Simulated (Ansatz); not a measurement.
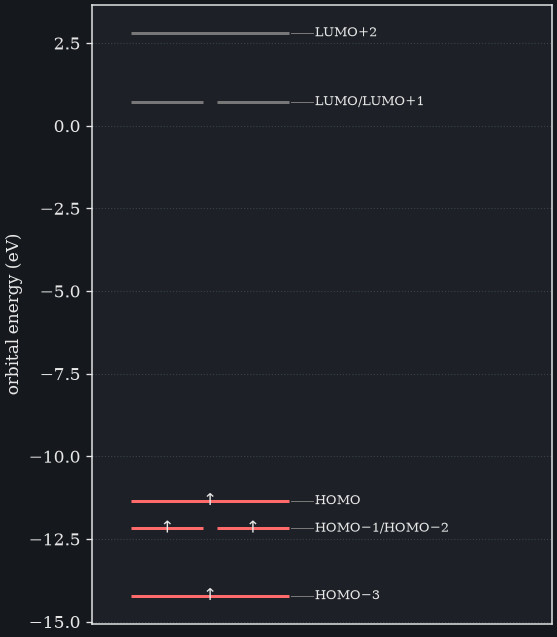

BO, doublet. Kohn-Sham orbital energies near the frontier (alpha spin), CAM-B3LYP/def2-TZVPP with the Ansatz code 0.2.0, at a PBE0-D4/def2-TZVP geometry (a minimum by its frequencies), isolated molecule; empty levels in grey, levels within 0.03 eV side by side.

Question: Where do the highest filled and lowest empty alpha orbitals lie?

Answer: HOMO at −11.34 eV, LUMO at 0.73 eV, 12.07 eV apart.

Question: Is the HOMO or the LUMO degenerate, or nearly so?

Answer: The HOMO stands alone and the LUMO is one of 2 levels that coincide within 0.005 eV.

Question: List the levels.

Answer:
| orbital | energy (eV) |
| --- | --- |
| LUMO+2 | 2.81 |
| LUMO+1 | 0.73 |
| LUMO | 0.73 |
| HOMO | −11.34 |
| HOMO−1 | −12.17 |
| HOMO−2 | −12.17 |
| HOMO−3 | −14.21 |

Known limits of this run: empty levels above zero depend strongly on the basis.
